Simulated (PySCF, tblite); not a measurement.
# C7H9NOSi: geometry, infrared bands and NMR shifts

Aim: predict the infrared bands and NMR shifts of C7H9NOSi (`C#C[C@@H]1[SiH2]CCO[C@@H]1C#N`).

Programs: tblite 0.8.0 and PySCF 2.14.0, with density-fitted response routines of our own. Each step states its level of theory. These are calculated values for one molecule in the gas phase, unless marked as measured. Atoms are numbered from 0 throughout.

### Step 1. The starting structure

19 atoms, charge 0, multiplicity 1; geometry from: force field or distance geometry start.

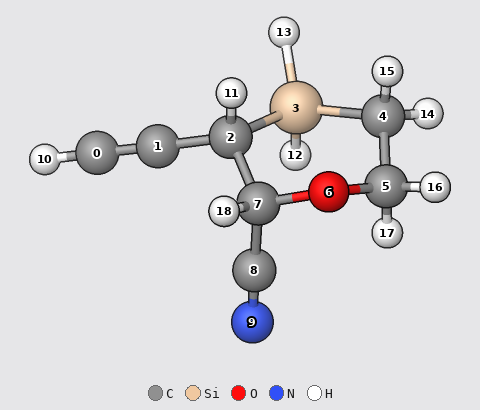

As it starts; carbon grey, silicon light orange, oxygen red, nitrogen blue, hydrogen white, atoms numbered.

### Step 2. Relaxing the molecule with GFN2-xTB

Job settings and geometry (Å):

```
{"job": {"kind": "relax", "xc": "GFN2-xTB", "basis": "xTB"}, "charge": 0, "multiplicity": 1}
C      3.468000     0.621200     0.368900
C      2.261800     0.541800     0.472600
C      0.808300     0.440800     0.623400
Si     0.152800    -1.338300     0.707400
C     -1.702100    -1.059600     0.610400
C     -2.043600    -0.029400    -0.475500
O     -1.392200     1.232700    -0.237700
C      0.047800     1.260000    -0.454400
C      0.416300     0.903800    -1.851900
N      0.682700     0.617900    -2.939600
H      4.515400     0.695500     0.263300
H      0.520600     0.871000     1.595100
H      0.606900    -2.144600    -0.437100
H      0.524400    -2.009000     1.992300
H     -2.225700    -1.991100     0.408000
H     -2.040600    -0.681900     1.588500
H     -3.115900     0.166600    -0.442800
H     -1.815000    -0.400500    -1.481000
H      0.320200     2.312400    -0.317300
```

The run is started by

```console
OMP_NUM_THREADS=1 python probes_run.py task.json out
```

One launch serves the whole session: the jobs run in the order shown.

Output:

```text
step      E/eV     max force
  0    -766.45437    1.715
  1    -766.46502    3.552
  2    -766.55701    0.562
  3    -766.57303    0.855
  4    -766.58965    1.113
  5    -766.60828    0.251
  6    -766.61438    0.241
  7    -766.62011    0.174
  8    -766.62321    0.133
  9    -766.62547    0.116
 10    -766.62705    0.131
 11    -766.62895    0.126
 12    -766.63108    0.118
 13    -766.63326    0.115
 14    -766.63524    0.113
 15    -766.63720    0.110
 16    -766.63915    0.103
 17    -766.64076    0.089
 18    -766.64200    0.085
 19    -766.64319    0.077
 20    -766.64461    0.104
 21    -766.64609    0.120
 22    -766.64732    0.091
 23    -766.64832    0.069
 24    -766.64927    0.067
 25    -766.65022    0.074
 26    -766.65098    0.067
 27    -766.65148    0.056
 28    -766.65189    0.059
 29    -766.65229    0.052
 30    -766.65263    0.045
 31    -766.65288    0.032
 32    -766.65308    0.037
 33    -766.65328    0.037
 34    -766.65347    0.034
 35    -766.65360    0.026
 36    -766.65370    0.026
 37    -766.65383    0.030
 38    -766.65401    0.040
 39    -766.65425    0.036
 40    -766.65444    0.036
 41    -766.65456    0.025
 42    -766.65462    0.017
 43    -766.65468    0.018
 44    -766.65474    0.021
 45    -766.65480    0.025
 46    -766.65486    0.019
 47    -766.65490    0.014
 48    -766.65494    0.015
 49    -766.65497    0.016
 50    -766.65501    0.017
 51    -766.65504    0.017
 52    -766.65508    0.016
 53    -766.65512    0.019
 54    -766.65518    0.020
 55    -766.65523    0.017
 56    -766.65527    0.015
 57    -766.65529    0.014
 58    -766.65531    0.012
 59    -766.65534    0.015
 60    -766.65536    0.014
 61    -766.65538    0.008
```

Wall time 0.56 s (1 thread of Arm Neoverse V1, shared host).

Step by step: (not every step is listed)

```tsv
step	energy from step 0 (eV)	largest force (eV/Å)
0	0.0000	1.7149
1	-0.0106	3.5516
2	-0.1026	0.5619
3	-0.1187	0.8554
4	-0.1353	1.1130
5	-0.1539	0.2507
6	-0.1600	0.2412
7	-0.1657	0.1743
8	-0.1688	0.1326
12	-0.1767	0.1179
16	-0.1848	0.1032
20	-0.1902	0.1044
24	-0.1949	0.0665
28	-0.1975	0.0589
32	-0.1987	0.0371
36	-0.1993	0.0257
40	-0.2001	0.0364
44	-0.2004	0.0215
48	-0.2006	0.0150
52	-0.2007	0.0158
56	-0.2009	0.0146
57	-0.2009	0.0145
58	-0.2009	0.0122
59	-0.2010	0.0154
60	-0.2010	0.0141
61	-0.2010	0.0082
```

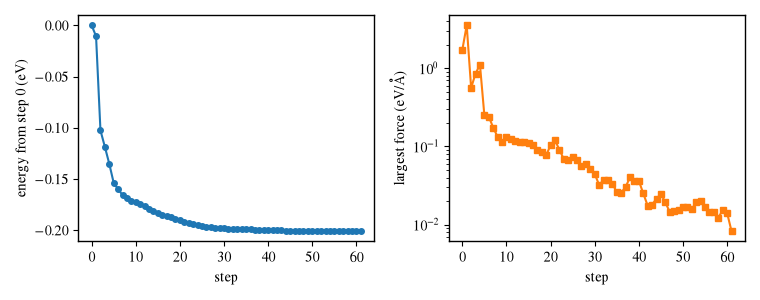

Energy and force, step by step.

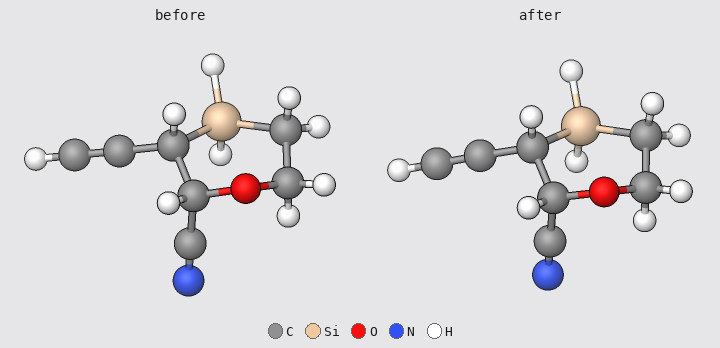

Before and after, at one scale.

Distances of close pairs at the start and the end, largest changes first:

```tsv
bond	before (Å)	after (Å)	change (Å)
O6–C7	1.456	1.412	-0.044
C7–C8	1.489	1.454	-0.034
Si3–H13	1.496	1.463	-0.033
C5–O6	1.440	1.414	-0.026
Si3–C4	1.878	1.903	+0.025
C1–C2	1.465	1.441	-0.023
C2–Si3	1.898	1.920	+0.022
C0–C1	1.213	1.197	-0.016
```

The final coordinates are the input of the step that follows.

### Step 3. Infrared spectrum with GFN2-xTB

Job settings and geometry (Å):

```
{"job": {"kind": "ir", "xc": "GFN2-xTB", "basis": "xTB"}, "charge": 0, "multiplicity": 1}
C      3.392655     0.643197     0.260853
C      2.217503     0.558437     0.473403
C      0.796644     0.458664     0.694743
Si     0.162241    -1.353155     0.698277
C     -1.715561    -1.071071     0.574651
C     -2.014076     0.005828    -0.470261
O     -1.371606     1.238651    -0.210006
C      0.029145     1.257731    -0.388616
C      0.434745     0.789803    -1.704337
N      0.743769     0.400178    -2.733827
H      4.424368     0.714732     0.088318
H      0.558510     0.924834     1.658018
H      0.672994    -2.063057    -0.474821
H      0.544482    -1.994558     1.956254
H     -2.248813    -1.978992     0.298392
H     -2.115534    -0.743826     1.535769
H     -3.078575     0.258114    -0.470946
H     -1.743770    -0.358403    -1.471406
H      0.301073     2.322146    -0.321919
```

Output:

```text
mode    cm-1     km/mol
  1      63.0      0.63
  2      94.6      3.13
  3     109.6      3.03
  4     127.9      1.35
  5     184.5      4.81
  6     226.8      4.61
  7     262.0      4.80
  8     322.5      7.47
  9     343.3      4.92
 10     367.3      0.55
 11     408.9      4.42
 12     465.3     43.86
 13     500.7     10.47
 14     541.0      5.58
 15     597.3     23.86
 16     616.9     35.76
 17     641.9    104.18
 18     654.2     31.11
 19     675.6     23.14
 20     713.8     26.66
 21     722.4     60.14
 22     764.3    213.47
 23     800.2    110.50
 24     870.9     21.16
 25     933.2     24.64
 26     983.1     22.58
 27    1033.9     31.05
 28    1041.9     18.43
 29    1055.9     18.76
 30    1092.9     94.59
 31    1129.8     10.73
 32    1155.3     12.37
 33    1200.7     31.09
 34    1215.9     12.60
 35    1255.8      3.17
 36    1279.1     16.52
 37    1297.5      5.26
 38    1342.8     15.47
 39    1461.3      2.70
 40    1475.3      1.03
 41    2281.0    391.39
 42    2283.8    131.12
 43    2287.1     93.99
 44    2400.6    117.21
 45    2879.6     18.61
 46    2891.0     38.09
 47    2912.7     31.69
 48    2960.2     39.95
 49    2979.9     33.39
 50    3006.5     28.74
 51    3401.6      8.39
```

It took 0.91 s on 1 thread of Arm Neoverse V1, shared host.

The strongest bands and the atoms that carry them (share of the mass-weighted mode):

```tsv
cm⁻¹	km/mol	atoms
642	104.2	H12 23 %, H13 14 %, H10 10 %
764	213.5	H12 48 %, H13 41 %
800	110.5	C4 29 %, H14 24 %, H15 11 %, Si3 11 %
1093	94.6	O6 32 %, C5 29 %, C7 18 %
2281	391.4	H13 85 %
2284	131.1	H12 60 %, C1 22 %, C0 12 %
2287	94.0	C1 34 %, H12 31 %, C0 18 %, H13 11 %
2401	117.2	C8 59 %, N9 40 %
```

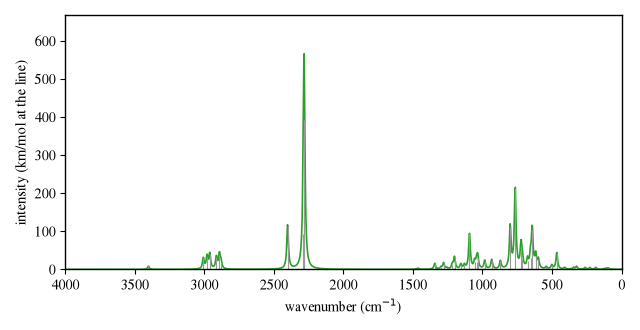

The infrared spectrum from these modes, unscaled. Lines are broadened to a width of 14 cm⁻¹ (Lorentzian).

### Step 4. Shielding tensors: PBE0/pcSseg-1

Settings changed since step 3:

```diff
@@ -1,2 +1,2 @@
-{"job": {"kind": "ir", "xc": "GFN2-xTB", "basis": "xTB"}, "charge": 0, "multiplicity": 1}
+{"job": {"kind": "nmr", "xc": "PBE0", "basis": "pcSseg-1"}, "charge": 0, "multiplicity": 1}
 C      3.392655     0.643197     0.260853
```

Method: GIAO PBE0/pcSseg-1 NMR shielding, non-relativistic, gas phase.

Output:

```text
coarse grid: 16960 points
cycle   1  E = -690.6925513050  dE =  1.503e+00  |g| = 7.296e-01  |ddm| = 4.236e+00
cycle   2  E = -690.4908323303  dE =  2.017e-01  |g| = 1.240e+00  |ddm| = 1.839e+00
cycle   3  E = -690.7892868828  dE = -2.985e-01  |g| = 2.769e-01  |ddm| = 1.207e+00
cycle   4  E = -690.8051374146  dE = -1.585e-02  |g| = 8.363e-02  |ddm| = 2.435e-01
cycle   5  E = -690.8064205755  dE = -1.283e-03  |g| = 2.782e-02  |ddm| = 8.133e-02
cycle   6  E = -690.8065795224  dE = -1.589e-04  |g| = 7.449e-03  |ddm| = 3.128e-02
cycle   7  E = -690.8065901148  dE = -1.059e-05  |g| = 3.836e-03  |ddm| = 7.821e-03
cycle   8  E = -690.8065934297  dE = -3.315e-06  |g| = 6.502e-04  |ddm| = 3.432e-03
final grid: 160936 points
cycle   9  E = -690.8777859625  dE = -3.726e-05  |g| = 1.244e-02  |ddm| = 5.018e-02
cycle  10  E = -690.8777476935  dE =  3.827e-05  |g| = 1.911e-02  |ddm| = 2.704e-02
cycle  11  E = -690.8778156344  dE = -6.794e-05  |g| = 1.862e-03  |ddm| = 1.752e-02
cycle  12  E = -690.8778163580  dE = -7.236e-07  |g| = 6.243e-04  |ddm| = 1.924e-03
cycle  13  E = -690.8778164438  dE = -8.576e-08  |g| = 2.044e-04  |ddm| = 5.851e-04
cycle  14  E = -690.8778164529  dE = -9.145e-09  |g| = 6.856e-05  |ddm| = 2.220e-04
cycle  15  E = -690.8778164537  dE = -7.790e-10  |g| = 3.865e-05  |ddm| = 8.451e-05
cycle  16  E = -690.8778164540  dE = -3.065e-10  |g| = 8.930e-06  |ddm| = 2.871e-05
converged SCF energy = -690.8778164540

GIAO shielding tensors (ppm)
atom      isotropic    diamagn.    paramagn.     s11        s22        s33       span
  0 C      106.876     258.255    -151.379     30.098     42.790    247.741    217.643
  1 C      102.488     258.888    -156.399      1.983      9.511    295.971    293.987
  2 C      168.194     250.676     -82.482    142.547    175.443    186.591     44.045
  3 Si     397.549     879.108    -481.559    370.365    405.840    416.442     46.077
  4 C      175.927     253.521     -77.594    157.378    183.403    187.001     29.623
  5 C      121.388     244.488    -123.100     91.922    107.508    164.735     72.813
  6 O      273.242     395.761    -122.519    224.680    281.767    313.279     88.599
  7 C      116.792     244.283    -127.491     88.713    103.587    158.075     69.363
  8 C       66.483     263.194    -196.711    -50.845    -41.047    291.341    342.186
  9 N      -51.862     339.454    -391.315   -228.993   -198.650    272.059    501.052
 10 H       30.010      34.370      -4.361     24.711     24.845     40.473     15.762
 11 H       29.370      29.408      -0.038     24.517     28.814     34.780     10.262
 12 H       27.102      29.223      -2.121     24.432     25.740     31.133      6.701
 13 H       27.450      28.424      -0.974     23.924     25.163     33.264      9.341
 14 H       31.114      29.337       1.777     26.929     27.595     38.818     11.889
 15 H       30.632      30.177       0.455     26.795     27.907     37.194     10.399
 16 H       27.362      28.159      -0.797     21.717     26.747     33.623     11.906
 17 H       27.485      30.160      -2.674     23.639     27.434     31.384      7.745
 18 H       26.615      27.807      -1.192     23.184     25.597     31.063      7.879
```

Wall time 54 s (1 thread of Arm Neoverse V1, shared host); peak memory 1.1 GiB.

Shifts follow as δ = σ(reference) − σ, with reference shieldings (ppm) from runs at the same level and on the same kind of geometry: 1H TMS 31.72, 13C TMS 186.9, 29Si TMS 349.2, 15N NH3 267.7, 17O H2O 336.1. The references are single molecules in the gas phase, so shifts against H2O, NH3, PH3, H3PO4 or CFCl3 are not on the usual liquid scales and can be off by tens of ppm.

```tsv
atoms	environment	σ (ppm)	δ (ppm)	δ scaled to CDCl3
C8	nitrile carbon	66.5	120.4	115.6
C1	alkyne carbon	102.5	84.4	80.5
C0	terminal alkyne carbon	106.9	80.0	76.2
C7	sp3 CH bonded to O, α to a nitrile	116.8	70.1	66.5
C5	sp3 CH2 bonded to O	121.4	65.5	62.0
C2	propargylic sp3 CH bonded to Si	168.2	18.7	16.4
C4	sp3 CH2 bonded to Si	175.9	11.0	8.8
H18	hydrogen on an sp3 CH bonded to O, α to a nitrile	26.61	5.10	4.92
H12	hydrogen on a silicon bonded to 2 C, in a 6-membered ring	27.10	4.62	–
H16	hydrogen on an sp3 CH2 bonded to O	27.36	4.35	4.21
H13	hydrogen on a silicon bonded to 2 C, in a 6-membered ring	27.45	4.27	–
H17	hydrogen on an sp3 CH2 bonded to O	27.49	4.23	4.09
H11	hydrogen on a propargylic sp3 CH bonded to Si	29.37	2.35	2.32
H10	hydrogen on a terminal alkyne carbon	30.01	1.71	1.72
H15	hydrogen on an sp3 CH2 bonded to Si	30.63	1.08	1.13
H14	hydrogen on an sp3 CH2 bonded to Si	31.11	0.60	0.67
Si3	silicon bonded to 2 C, 2 H, in a 6-membered ring	397.5	-48.4	–
O6	ether oxygen	273.2	62.8	–
N9	nitrile nitrogen	-51.9	319.6	–
```

The scaled column applies a straight-line fit of computed shieldings to shifts measured in CDCl3 (root-mean-square error 0.16 ppm for H, 1.9 ppm for C).

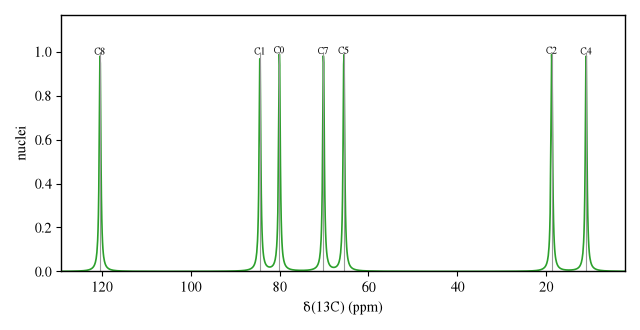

13C lines at the computed shifts, without couplings. Lines are broadened to a width of 0.44 ppm (Lorentzian).

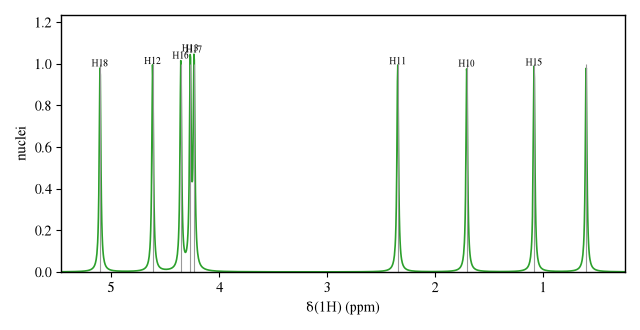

1H lines at the computed shifts, without couplings. Lines are broadened to a width of 0.02 ppm (Lorentzian).

Charges from the same density, by scheme (e):

```tsv
atoms	Mulliken	IAO	Hirshfeld	ESP fit
C0	-0.39	-0.24	-0.11	-0.29
C1	0.31	-0.04	-0.05	-0.29
C2	-0.49	-0.40	-0.10	0.23
Si3	0.68	0.77	0.35	0.38
C4	-0.54	-0.56	-0.17	-0.37
C5	0.04	-0.05	0.00	0.15
O6	-0.49	-0.38	-0.13	-0.38
C7	0.14	0.06	0.07	-0.08
C8	0.08	0.11	0.08	0.40
N9	-0.23	-0.22	-0.20	-0.45
```

Hirshfeld charges:

C0 -0.11; C1 -0.05; C2 -0.10; Si3 0.35; C4 -0.17; C5 0.00; O6 -0.13; C7 0.07; C8 0.08; N9 -0.20; H10 0.09; H11 0.06; H12 -0.07; H13 -0.07; H14 0.05; H15 0.04; H16 0.05; H17 0.03; H18 0.07

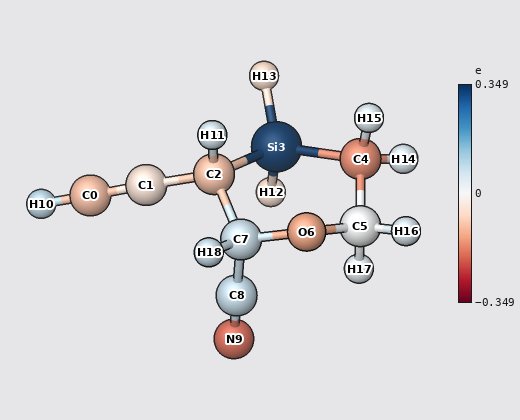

Hirshfeld charges, as colours on the atoms.

Mayer bond orders: C0–C1 2.48, C1–C2 1.01, C2–Si3 0.81, Si3–C4 0.90, C4–C5 1.03, C5–O6 0.91, O6–C7 0.95, C7–C8 0.95, C8–N9 3.01, C7–C2 0.98.

Ring of atoms C2, Si3, C4, C5, O6, C7: NICS(0) -3.1, NICS(1) -2.2, NICS(1)zz 2.0 ppm (means of both faces).

### Step 5. What came out

| quantity | value |
| --- | --- |
| strongest single infrared mode (GFN2-xTB) | 2281 cm⁻¹, 391 km/mol |
| zero-point energy (GFN2-xTB) | 86.2 kcal/mol |
| 13C shifts against TMS (PBE0/pcSseg-1) | 120.4, 84.4, 80.0, 70.1, 65.5, 18.7, 11.0 ppm |
| 1H shifts against TMS (PBE0/pcSseg-1) | 5.10, 4.62, 4.35, 4.27, 4.23, 2.35, 1.71, 1.08, 0.60 ppm |
| 29Si shifts against TMS (PBE0/pcSseg-1) | -48.4 ppm |
| 17O shifts against H2O (PBE0/pcSseg-1) | 62.8 ppm |
| 15N shifts against NH3 (PBE0/pcSseg-1) | 319.6 ppm |

In words: Over 61 steps the energy fell by 0.201 eV; of the close pairs, O6–C7 changed most, 1.456 to 1.412 Å. No mode is imaginary among the 51: a minimum at this level. GFN2-xTB is a fitted tight-binding method: band positions and strengths are rough. Its intensities can rank the bands wrongly. The most deshielded carbon is C8 (nitrile carbon), at 120.4 ppm: this is the usual window of a C≡N carbon, which has no attached hydrogen. H18 (hydrogen on an sp3 CH bonded to O, α to a nitrile) lies farthest downfield among hydrogen, at 5.10 ppm; its carbon carries O, hence the downfield position. At PBE0/pcSseg-1: The widest tensor belongs to N9: span 501 ppm, with a paramagnetic part of -391 ppm.
